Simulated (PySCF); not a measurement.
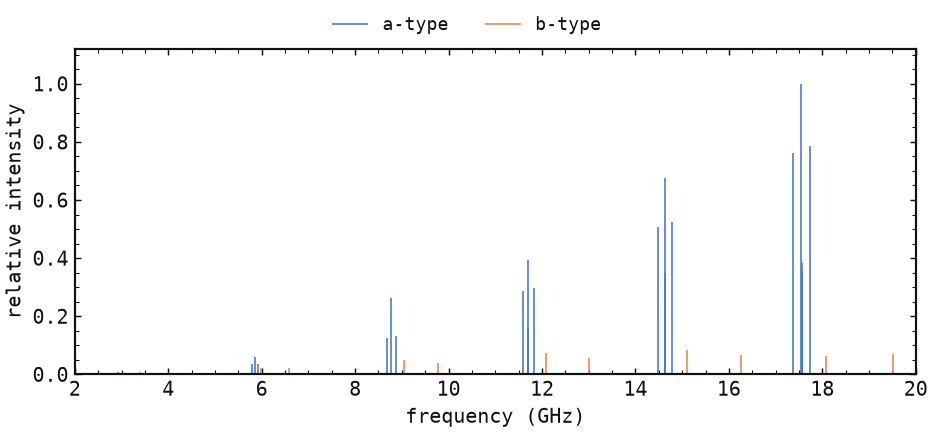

C₃H₇NSi, SMILES C=C/C=N/[SiH3]. Simulated rotational absorption lines between 2 and 20 GHz at 5 K: rigid rotor with the equilibrium constants and dipole of one optimised conformer (PBE0-D3(BJ)/def2-SVP, PySCF 2.14.0), commonest isotopes; no centrifugal distortion, hyperfine structure, internal rotation or nuclear-spin weights; lines within 1 MHz of each other are summed. Lines of different type are drawn apart.

What are the rotational constants, and what kind of rotor is it?

Rotational constants A, B, C = 25.43, 1.493, 1.434 GHz; Ray's κ = −1.00, a near-prolate asymmetric top.

Which dipole components drive the lines?

|μa|, |μb|, |μc| = 1.58, 1.14, 0.00 D; a-type lines carry 93 % of the intensity in this range.

Known limits of this run: coarse grid, loose stop and no frequency check, small forces are noise and the end may be a saddle.
